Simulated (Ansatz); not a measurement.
# 4-layer 1T-VO2 (AA) in a perpendicular field, part 2 of 4

Wanted: the out-of-plane response of the 4-layer 1T-VO2 (AA). A positive field points along +c.

Ansatz 0.2.0; plane-wave DFT, PBE-D3(BJ), Ansatz PAW.

So far: The structure; Relaxation.

**2. Relaxation (continued)**

Site moment by atom:

| atom | site moment (μB) |
| --- | --- |
| O1 | -0.010 |
| V2 | 0.779 |
| O3 | -0.011 |
| O4 | -0.011 |
| V5 | 0.780 |
| O6 | -0.011 |
| O7 | -0.011 |
| V8 | 0.780 |
| O9 | -0.011 |
| O10 | -0.011 |
| V11 | 0.779 |
| O12 | -0.010 |

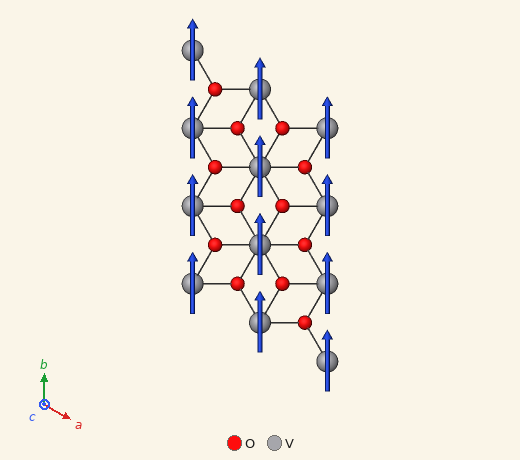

Site moment as arrows, the longest 0.780 μB. Up and down stand for the sign. Arrows give size and sign along the axis of quantisation, drawn up and down the page. 2×3×1 cells are drawn. Some periodic images of atoms are drawn too.

The lattice constant a goes from 2.965 to 2.867 Å.

**3. Single point, field 0**

A sawtooth potential applies the field, turning back in the middle of the vacuum. With the dipole correction the typed value is the field outside the slab. The induced dipole is small, so the SCF threshold is tight.

The cell differs from the one that the last finished run ended in (c 66.626 → 33.698 Å).

The input, input.yaml:

```yaml
crystal:
  lattice:
    - [2.8672832754, 0.0, 0.0]
    - [-1.4336416377, 2.4831401564, 0.0]
    - [0.0, 0.0, 33.6979884606]
  atoms:
    - { symbol: O, position: [0.6666666667, 0.3333333333, 0.2670782563], spin: -0.01 }
    - { symbol: V, position: [0.0, 0.0, 0.2968636944], spin: 0.78 }
    - { symbol: O, position: [0.3333333333, 0.6666666667, 0.3265264027], spin: -0.01 }
    - { symbol: O, position: [0.6666666667, 0.3333333333, 0.4027331036], spin: -0.01 }
    - { symbol: V, position: [0.0, 0.0, 0.4324062294], spin: 0.78 }
    - { symbol: O, position: [0.3333333333, 0.6666666667, 0.4620700512], spin: -0.01 }
    - { symbol: O, position: [0.6666666667, 0.3333333333, 0.5379299488], spin: -0.01 }
    - { symbol: V, position: [0.0, 0.0, 0.5675937706], spin: 0.78 }
    - { symbol: O, position: [0.3333333333, 0.6666666667, 0.5972668964], spin: -0.01 }
    - { symbol: O, position: [0.6666666667, 0.3333333333, 0.6734735973], spin: -0.01 }
    - { symbol: V, position: [0.0, 0.0, 0.7031363056], spin: 0.78 }
    - { symbol: O, position: [0.3333333333, 0.6666666667, 0.7329217437], spin: -0.01 }
magnetization:
  spin_polarized: true
kpoints:
  mp_grid: { grid: [18, 18, 1] }
  band_path:
    path: [[0, 0, 0], [0.5, 0, 0], [0.33333333, 0.33333333, 0], [0, 0, 0]]
    npoints: 16
hamiltonian:
  xc: pbe
  dispersion: d3bj
scf:
  occupations: { method: fermi_dirac, width: 0.02585 }
  convergence: { dr2_threshold: 1.0e-10 }
efield:
  axis: 3
  dipole_correction: true
  ramp_position: 0.97
  ramp_width: 0.06
  amplitude: 0
output:
  dos: { projected: true, e_range: [-6, 5] }
  bader: true
  write_potential: true
  write_density: true
  volumetric_format: npy
  elf: true
```

The run is started by

```console
> ansatz run input.yaml --threads 4 --pin off --max-ram 12288MiB --backend cpu --events-out ev --progress --plain --runs-dir out
```

Numbers of over 12 decimals in the logs are rounded to 6 here.

The log of the run:

```text
[...]
Crystal: 12 atoms, lattice volume = 239.925 Å³
Basis set: ecut = 420 eV, 4685 PW (Γ)
Bands: 64, of which v1, the nominal top of the filled ones, is band 50 counted from 1 (49 counted from 0)
Symmetry: 6 space group operations
k-points: 37 of 324 (time reversal used)
[...]
Starting moments: Σ|m| = 3.2 μB on 12 of 12 sites
[...]
SCF iter   1: F=—  HF=-16172.983896 eV  |F-HF|=—  |Δ(HF+E_count)|=         —  Δρ=5.53e-2 (↑5.34e-2 ↓5.53e-2)  dr2=2.72e1  dr2_m=2.19e-1  M=3.993 μB ∫|m|=4.000 μB  β_m=0.96  ethr=3.10e-3  p=0.000 e·Å  D=5.76e-14 V/Å  ΔV_dip=-0.00 eV  dr2_dipole=5.69e-7  V_vac-E_F(+/−)=5.72/5.72 eV  ⟨swp⟩=7.2  Hψ=20560  notcnv=0
[...]
efield: sawtooth ramp at fractional position 0.9700 (set: `efield.ramp_position`, or a place that a band, a saddle search or an elastic batch's reference lends), width 0.0600; the density the first Hamiltonian is built on has a dipole p = 0.000 e·Å; the dipole correction subtracts the counter field D = 5.76e-14 V/Å, which shifts the + side's vacuum level by -0.00 eV against the − side's; the planar-averaged density in the ramp window peaks in size at 4.5e-7 e/Å³
[...]
SCF iter   2: F=—  HF=-16187.247130 eV  |F-HF|=—  |Δ(HF+E_count)|=    1.43e1  Δρ=2.94e-2 (↑2.44e-2 ↓2.94e-2)  dr2=7.48e0  dr2_m=2.60e-2  M=4.000 μB ∫|m|=4.093 μB  β_m=0.44  ethr=3.10e-3  p=0.000 e·Å  D=4.24e-5 V/Å  ΔV_dip=-0.00 eV  dr2_dipole=2.33e-6  V_vac-E_F(+/−)=5.54/5.54 eV  ⟨swp⟩=3.9  Hψ=12250  notcnv=0  defer=301
density mixer auto → msr1: a metal under ldos (density of states about μ 1.59 of a free-electron gas's, 24 screened modes)
SCF iter   3: F=—  HF=-16197.327185 eV  |F-HF|=—  |Δ(HF+E_count)|=    1.01e1  Δρ=1.09e-2 (↑1.09e-2 ↓7.90e-3)  dr2=2.82e-1  dr2_m=3.79e-2  M=4.000 μB ∫|m|=4.316 μB  β_m=0.65  ethr=3.10e-3  p=0.000 e·Å  D=3.19e-5 V/Å  ΔV_dip=-0.00 eV  dr2_dipole=9.16e-7  V_vac-E_F(+/−)=5.93/5.93 eV  ⟨swp⟩=3.9  Hψ=12104  notcnv=0  defer=301
[...]
SCF iter  14: F=-16197.887431 eV  HF=-16197.887431 eV  |F-HF|=1.62e-10  |Δ(HF+E_count)|=  2.36e-11  Δρ=2.54e-8 (↑2.54e-8 ↓1.22e-8)  dr2=1.82e-12  dr2_m=6.02e-13  M=4.000 μB ∫|m|=4.354 μB  ethr=1.00e-12  p=-0.000 e·Å  D=-7.78e-9 V/Å  ΔV_dip=0.00 eV  dr2_dipole=7.26e-15  V_vac-E_F(+/−)=6.55/6.55 eV  ⟨swp⟩=10.8  Hψ=16990  notcnv=0
SCF 1 converged in 14 iterations: F = -16197.887431 eV  dr2 = 1.82e-12
[...]
NSCF: frozen V_eff on 49 k-points
efield: sawtooth ramp at fractional position 0.9700 (kept from the solve that this one continues, or follows in the run), width 0.0600; the density the first Hamiltonian is built on has a dipole p = -0.000 e·Å; the dipole correction subtracts the counter field D = -7.78e-9 V/Å, which shifts the + side's vacuum level by +0.00 eV against the − side's; the planar-averaged density in the ramp window peaks in size at 5.7e-7 e/Å³
SCF converged after 14 iterations
Magnetization: 4.0000 μB (52.0000 up, 48.0000 down)
Absolute magnetization: 4.3586 μB (∫|ρ↑−ρ↓|, with the PAW one-centre terms)
[...]
Per-site moments (μB) at R_I (Å): [(-0.010263, 0.798576), (0.779265, 0.797693), (-0.011140, 0.797693), (-0.011254, 0.797768), (0.780242, 0.797701), (-0.011274, 0.797701), (-0.011274, 0.797701), (0.780242, 0.797701), (-0.011254, 0.797768), (-0.011140, 0.797693), (0.779265, 0.797693), (-0.010263, 0.798576)]
Free energy (F): -16197.887431 eV
[...]
Internal energy: -16197.870714 eV  (E = F + TS)
E sigma→0 (E₀):  -16197.879073 eV
Entropy (-TS):   -0.016717 eV (-1.393 meV/atom)
Fermi energy:    2.038909 eV
Dipole field:    D = -0.000000 V/Å  (p = -0.000000 e·Å, saw-weighted, corrected)
Work function:   Φ+ = 6.5478 eV   Φ− = 6.5478 eV
Levels:          The Fermi level and band energies are counted from a zero that moves with the ramp; work functions are not
[...]
--- Band table (eV; the first three rows and the last of 74) ---
  k-point 0 ↑: bands = [... 46 lower, -0.1891, -0.1564, 1.3561, 1.3561, 1.3585, 1.3585, 1.3627, 1.3627, ... 10 higher]
  k-point 1 ↑: bands = [... 46 lower, -0.3085, -0.1142, 1.4411, 1.4464, 1.4551, 1.4647, 1.4747, 1.4776, ... 10 higher]
  k-point 2 ↑: bands = [... 46 lower, -0.2982, -0.0315, 1.5911, 1.6022, 1.6199, 1.6399, 1.7407, 1.7425, ... 10 higher]
  k-point 36 ↓: bands = [... 46 lower, -1.3828, -1.2978, 3.0100, 3.0341, 3.0634, 3.0879, 3.6167, 3.6167, ... 10 higher]
--- Bader charges: 12 sites ---
  site symbol  charge [e]  shift [e]    m [muB]
     0      O     -1.0270     0.0014     0.0272
     1      V      2.0544     0.0028     0.9455
     2      O     -1.0272     0.0014     0.0270
     3      O     -1.0270     0.0014     0.0268
     4      V      2.0536     0.0028     0.9467
     5      O     -1.0269     0.0014     0.0268
     6      O     -1.0269     0.0014     0.0268
     7      V      2.0536     0.0028     0.9467
     8      O     -1.0270     0.0014     0.0268
     9      O     -1.0272     0.0014     0.0270
    10      V      2.0544     0.0028     0.9455
    11      O     -1.0270     0.0014     0.0272
  estimated error of the sums over rays = 6.2e-4 e
```

Wall time 99 s (4 threads of Arm Neoverse V2, shared host); peak memory 1.4 GiB; 6.5 min of CPU time.

This step gave:

- energy at zero smearing: -16197.8791 eV
- work function, upper face: 6.548 eV
- dipole along the normal: -1.49e-7 e·Å

The electron's electrostatic potential energy less the Fermi level oscillates, so the rows of the table below give means over windows of 2 Å about each position, cut where the curve ends. Its maxima inside the range that stand out by 2 % of the span (Å: eV): 12.4: 1.00, 16.8: 0.958, 21.3: 1.00. Its minima: 10.0: -10.3, 14.6: -10.3, 19.1: -10.3, 23.7: -10.3.

Running mean over a fixed 2.7 Å (it still follows the layers) of the planar mean; the ramp of the sawtooth is left out. Table of electron's electrostatic potential energy less the Fermi level by z; means over each step:

| z (Å) | electron's electrostatic potential energy less the Fermi level (eV) |
| --- | --- |
| 4 | 6.55 |
| 6 | 6.51 |
| 8 | 1.54 |
| 10 | -8.35 |
| 12 | -0.825 |
| 14 | -7.23 |
| 16 | -2.90 |
| 18 | -4.50 |
| 20 | -5.85 |
| 22 | -1.70 |
| 24 | -8.01 |
| 26 | 3.13 |
| 28 | 6.54 |
| 30 | 6.55 |

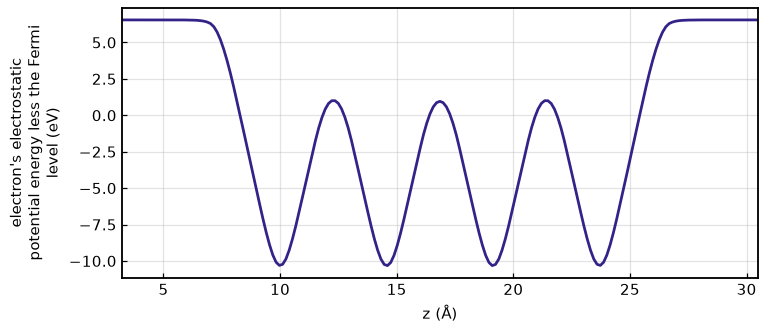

Electron's electrostatic potential energy less the Fermi level against z.

The density of states has structure finer than the step of the table below, so its rows give means over 0.25 eV, whole bins alone (the curve runs from -6 to 1.99 eV). Peaks (eV: height): total -5.560: 17.1, -4.240: 18.7, -0.210: 16.1, 0.370: 20.6, 0.700: 27.1, 1.030: 17.3, 1.390: 33.7; up -5.590: 9.67, -4.980: 6.32, -4.260: 11.2, -3.300: 6.06, -0.210: 16.1, 0.370: 20.6, 0.670: 19.2; down -5.420: 9.38, -4.100: 11.3, 1.030: 12.3, 1.390: 33.7, 1.770: 13.2.

Table of density of states by energy, zero at the Fermi level; means over each step; values in states/eV a cell:

| energy (eV) | total | up | down |
| --- | --- | --- | --- |
| -5.75 | 13.5 | 7.15 | 6.31 |
| -5.50 | 14.9 | 6.56 | 8.34 |
| -5.25 | 9.07 | 4.23 | 4.84 |
| -5.00 | 10.0 | 4.95 | 5.07 |
| -4.75 | 9.89 | 4.67 | 5.22 |
| -4.50 | 7.37 | 4.28 | 3.08 |
| -4.25 | 14.4 | 8.30 | 6.06 |
| -4.00 | 14.2 | 5.61 | 8.59 |
| -3.75 | 8.47 | 3.27 | 5.20 |
| -3.50 | 9.38 | 4.87 | 4.51 |
| -3.25 | 9.16 | 4.44 | 4.72 |
| -3.00 | 8.50 | 4.15 | 4.34 |
| -2.75 | 7.80 | 3.76 | 4.05 |
| -2.50 | 8.41 | 4.01 | 4.39 |
| -2.25 | 6.33 | 3.03 | 3.30 |
| -2.00 | 1.72 | 0.792 | 0.933 |
| -1.75 | 0 | 0 | 0 |
| -1.50 | 0 | 0 | 0 |
| -1.25 | 0 | 0 | 0 |
| -1.00 | 0 | 0 | 0 |
| -0.75 | 0.0880 | 0.0880 | 0 |
| -0.50 | 1.50 | 1.50 | 0 |
| -0.25 | 9.98 | 9.98 | 0 |
| 0.00 | 6.86 | 6.86 | 0 |
| 0.25 | 5.89 | 5.89 | 0 |
| 0.50 | 9.34 | 7.83 | 1.51 |
| 0.75 | 19.1 | 10.6 | 8.47 |
| 1.00 | 12.9 | 4.00 | 8.88 |
| 1.25 | 5.76 | 0.686 | 5.07 |
| 1.50 | 9.83 | 0 | 9.83 |
| 1.75 | 8.46 | 0 | 8.46 |

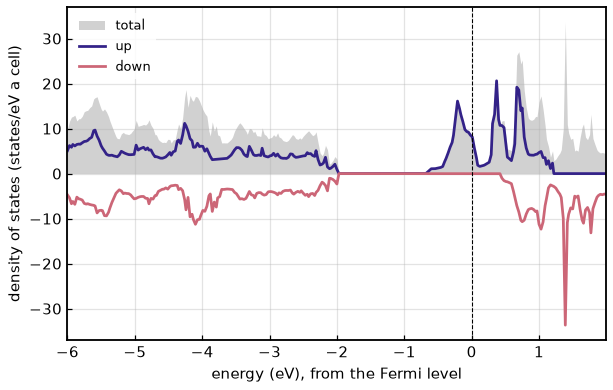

Density of states against energy. Down spins are drawn negative.

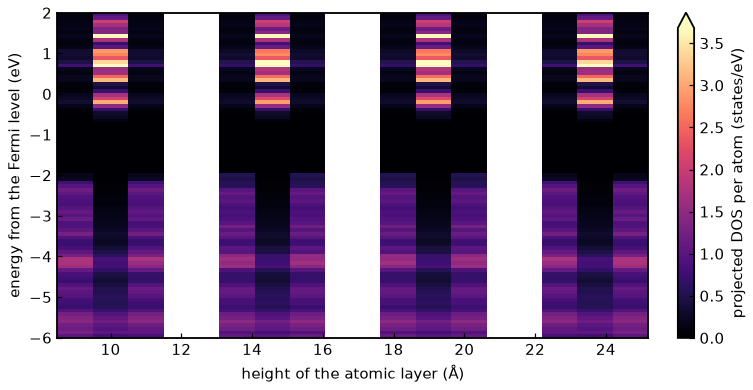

Projected DOS per atom over height of the atomic layer and energy from the Fermi level. Layers: O V O O V O O V O O V O from below.

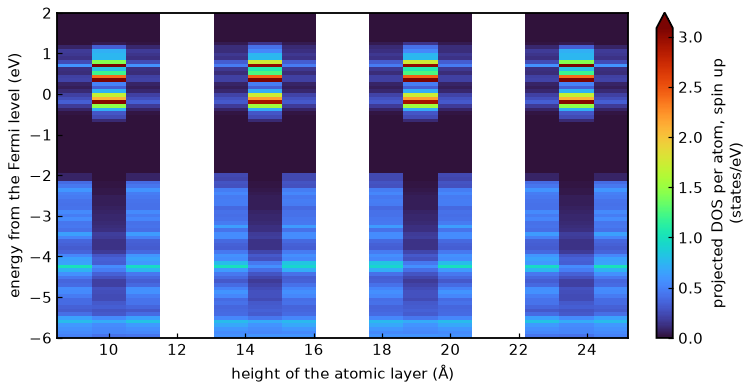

Projected DOS per atom, spin up over height of the atomic layer and energy from the Fermi level. Layers: O V O O V O O V O O V O from below.

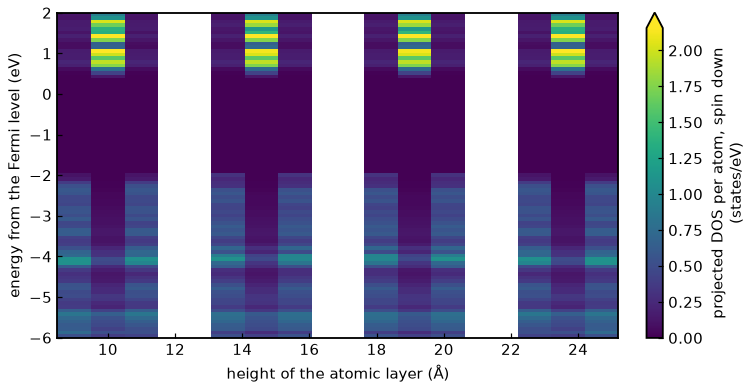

Projected DOS per atom, spin down over height of the atomic layer and energy from the Fermi level. Layers: O V O O V O O V O O V O from below.

Deep bands are left out, so band numbers here count from the lowest band kept and differ from the log's. The electronic bands at the labelled points (eV, zero at the Fermi level; # counts the bands kept):

| point | up #25 | up #27 | up #28 | up #32 | down #25 | down #26 | down #27 | down #28 |
| --- | --- | --- | --- | --- | --- | --- | --- | --- |
| Γ | -0.68 | -0.68 | -0.68 | -0.67 | 0.42 | 0.42 | 0.42 | 0.42 |
| M | -0.43 | -0.38 | -0.36 | 0.29 | 0.59 | 0.60 | 0.62 | 0.64 |
| K | -0.30 | -0.26 | -0.25 | 0.69 | 0.97 | 1.00 | 1.02 | 1.05 |
| Γ | -0.68 | -0.68 | -0.68 | -0.67 | 0.42 | 0.42 | 0.42 | 0.42 |

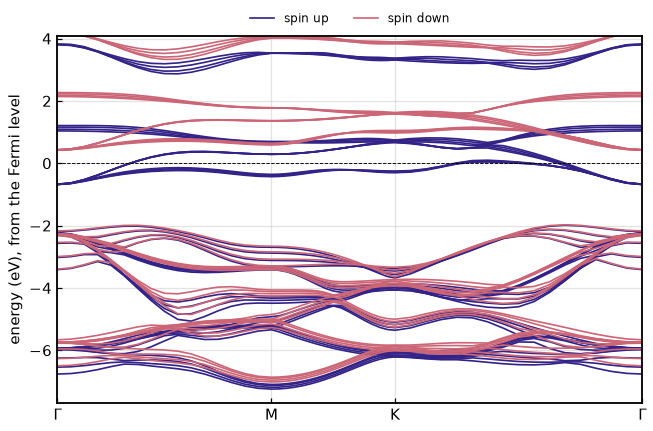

Electronic bands along the path; the two colours are the two spins.

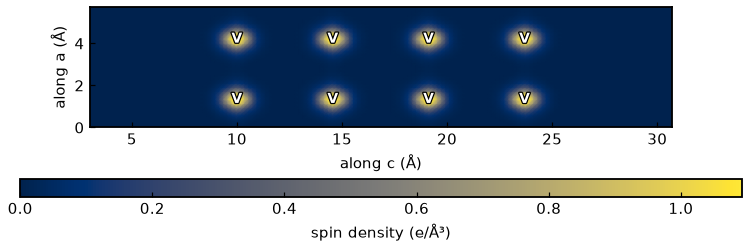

Spin density in the ca plane at fractional y = 0.000, with atoms of V within 0.2 Å of it. The map starts off the cell's origin, so that atoms lie inside it. The far vacuum is left out of the map.

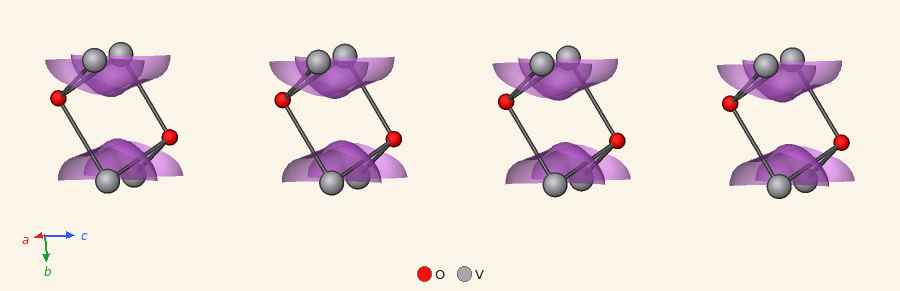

Surface of spin density = 0.093 e/Å³, which holds about 70 % of the integral of its size.

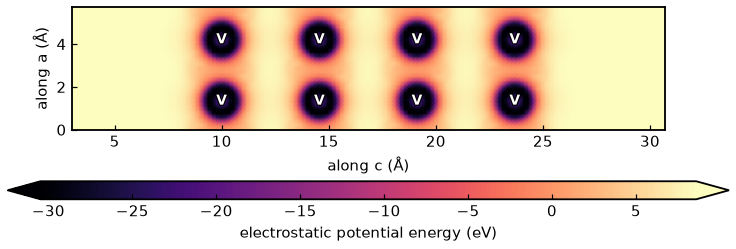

Electrostatic potential energy in the ca plane at fractional y = 0.000, with atoms of V within 0.2 Å of it. With pseudopotentials it is smooth inside the atoms' cores, unlike the true potential. The map starts off the cell's origin, so that atoms lie inside it. The far vacuum is left out of the map.

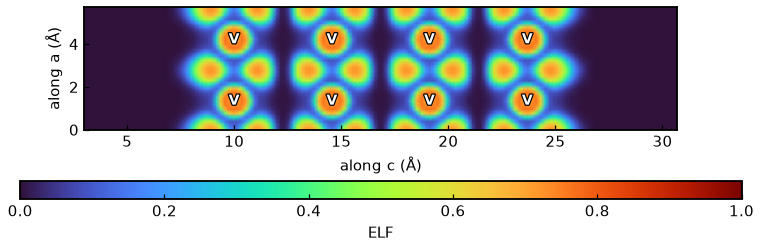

ELF in the ca plane at fractional y = 0.000, with atoms of V within 0.2 Å of it. It is the smooth field of the valence electrons, not physical close to the nuclei. The map starts off the cell's origin, so that atoms lie inside it. The far vacuum is left out of the map.

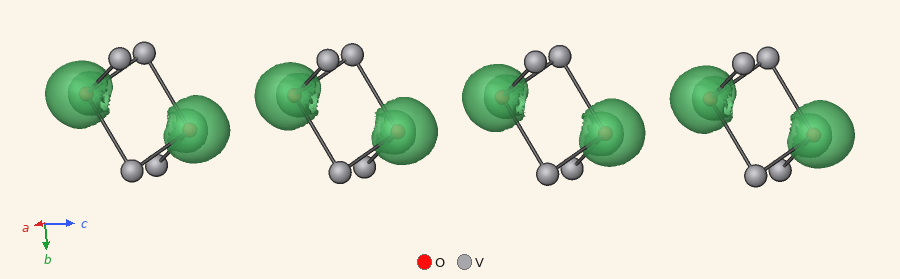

Surface of ELF = 0.79.

The work function of the upper face is 6.55 eV.

**4. Single point, field 0.03 V/Å**

input.yaml, as its differences from that of step 3:

```diff
@@ -36,6 +36,4 @@
   ramp_width: 0.06
-  amplitude: 0
+  amplitude: 0.03
 output:
-  dos: { projected: true, e_range: [-6, 5] }
-  bader: true
   write_potential: true
@@ -43,2 +41 @@
   volumetric_format: npy
-  elf: true
```

The log of the run:

```text
[...]
Crystal: 12 atoms, lattice volume = 239.925 Å³
Basis set: ecut = 420 eV, 4685 PW (Γ)
Bands: 64, of which v1, the nominal top of the filled ones, is band 50 counted from 1 (49 counted from 0)
Symmetry: 6 space group operations
k-points: 37 of 324 (time reversal used)
[...]
Starting moments: Σ|m| = 3.2 μB on 12 of 12 sites
[...]
k-point 1 ↑: bands = [... 46 lower, -0.3085, -0.1142, 1.4410, 1.4464, 1.4551, 1.4647, 1.4746, 1.4776, ... 10 higher]
  k-point 2 ↑: bands = [... 46 lower, -0.2982, -0.0315, 1.5911, 1.6022, 1.6199, 1.6399, 1.7407, 1.7425, ... 10 higher]
  k-point 36 ↓: bands = [... 46 lower, -1.3828, -1.2978, 3.0100, 3.0341, 3.0634, 3.0879, 3.6167, 3.6167, ... 10 higher]
[key lines of the parts left out:]
SCF converged after 14 iterations
Magnetization: 4.0000 μB (52.0000 up, 48.0000 down)
Free energy (F): -16197.887728 eV
Fermi energy:    2.038898 eV
Dipole field:    D = 0.014947 V/Å  (p = 0.019819 e·Å, saw-weighted, corrected)
```

The job ended after 82 s (4 threads; peak memory 1.4 GiB; 5.3 min of CPU time).

The dipole is 0.0198 e·Å.

**5. Atoms held, field -0.03 V/Å**

input.yaml, as its differences from that of step 4:

```diff
@@ -36,3 +36,3 @@
   ramp_width: 0.06
-  amplitude: 0.03
+  amplitude: -0.03
 output:
```

The log of the run:

```text
[...]
Crystal: 12 atoms, lattice volume = 239.925 Å³
Basis set: ecut = 420 eV, 4685 PW (Γ)
Bands: 64, of which v1, the nominal top of the filled ones, is band 50 counted from 1 (49 counted from 0)
Symmetry: 6 space group operations
k-points: 37 of 324 (time reversal used)
[...]
Starting moments: Σ|m| = 3.2 μB on 12 of 12 sites
[...]
k-point 1 ↑: bands = [... 46 lower, -0.3084, -0.1142, 1.4410, 1.4464, 1.4551, 1.4647, 1.4746, 1.4776, ... 10 higher]
  k-point 2 ↑: bands = [... 46 lower, -0.2982, -0.0315, 1.5911, 1.6022, 1.6199, 1.6399, 1.7407, 1.7425, ... 10 higher]
  k-point 36 ↓: bands = [... 46 lower, -1.3828, -1.2978, 3.0100, 3.0341, 3.0634, 3.0879, 3.6167, 3.6167, ... 10 higher]
[key lines of the parts left out:]
SCF converged after 14 iterations
Magnetization: 4.0000 μB (52.0000 up, 48.0000 down)
Free energy (F): -16197.887728 eV
Fermi energy:    2.038899 eV
Dipole field:    D = -0.014942 V/Å  (p = -0.019812 e·Å, saw-weighted, corrected)
```

Elapsed: 80 s, on 4 threads; peak memory 1.4 GiB.

The dipole is -0.0198 e·Å.

(Continued in part 3 of 4.)

[Logs are printed without paths, hosts, clocks, repeated set-up lines and the standing remarks that a program may print on its own settings, such as how far it seeks lower states.]

[Hosts, paths, dates, database ids (printed as entryN), source tags and the programs' standing remarks are cut or masked in the printed files.]

[Maps of the electrostatic potential energy from Ansatz leave out the sawtooth potential of an applied field or a dipole correction, so their vacuum need not be flat; planar profiles and work functions include it.]
